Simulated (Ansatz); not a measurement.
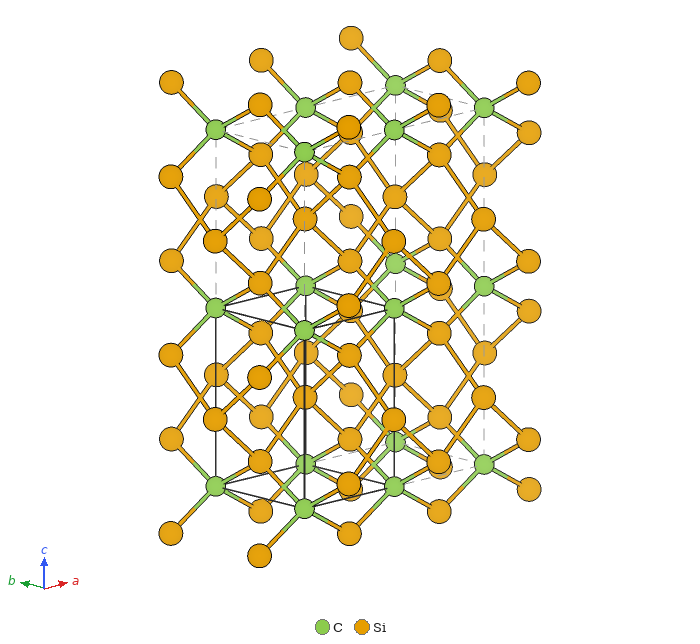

Si3C (space group P-4m2, No. 115). Coordinates: the end point of a relaxation with DFT, PBE, plane waves, PAW in Ansatz; the starting structure was generated, so it need not be a known form of this composition.

Bonds are taken as C–Si below 2.2 Å and Si–Si below 2.6 Å; no other contact counts. Atoms with one bond or none are removed and atoms with two bonds are replaced by edges, until no such atom is left.

Question: What kind of net remains, and which atoms are its nodes?

Answer: A uninodal 4-connected, three-periodic net: C and Si are 4-connected nodes.

Question: Name the underlying net.

Answer: It is the dia net, known from diamond, zinc blende and cristobalite.

Question: Is the net interpenetrated?

Answer: It is a single net, without interpenetration.

Question: How many nodes does the smallest cycle have?

Answer: Six.

The simplified net, drawn on the atoms' positions. Nodes are coloured by element. Edges to nodes outside the piece are drawn as stubs.

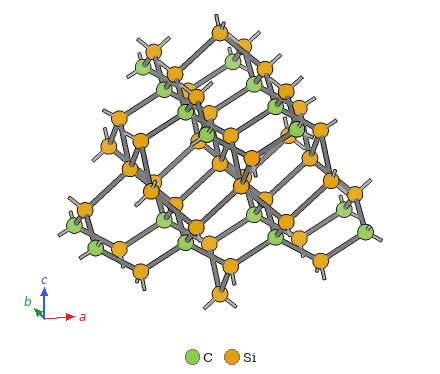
